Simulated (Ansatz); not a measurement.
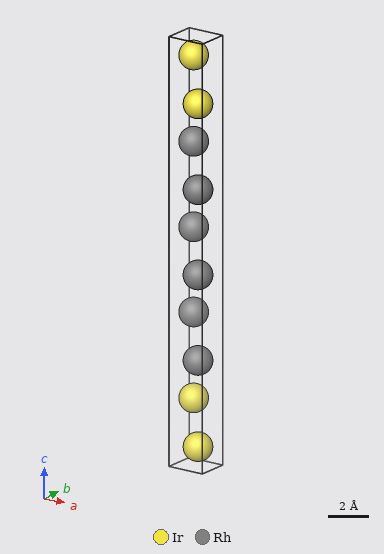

We look at a spheres-only model of the crystal slightly off an axis. The parallelepiped is the conventional unit cell.

Ir2Rh3, space group P-3m1 (No. 164), a = 2.736 Å, b = 2.736 Å, c = 22.046 Å, α = 90.00°, β = 90.00°, γ = 120.00°. Origin of the cell: a structure type filled with these elements by a generator (whether the compound takes this form wasn't checked). Earlier steps of the study may have refined or changed the cell and positions. It was the input of a calculation with Ansatz.

This one geometry was computed with Ansatz (DFT, plane waves, PAW) at three levels of theory: LDA, PBE and r2SCAN.

**Which level gives the highest pressure at this volume, and what does that say about its equilibrium volume?**

Highest: PBE (0.0 GPa), which points to the largest equilibrium volume. Lowest, with the smallest volume: LDA (-16.4 GPa). Levels within 0.5 GPa of each other can't be told apart.

**How does the band gap change with the level of theory?**

All levels give a metal.

**Collect the results in a table.**

| level | cutoff (eV) | k-mesh of the run's cell | gap (eV) | pressure (GPa) |
| --- | --- | --- | --- | --- |
| LDA | 420 | 18×18×2 | metal | -16.4 |
| PBE | 420 | 18×18×2 | metal | 0.0 |
| r2SCAN | 500 | 18×18×2 | metal | -6.7 |

Gaps are taken on the k-mesh or band path of each run.
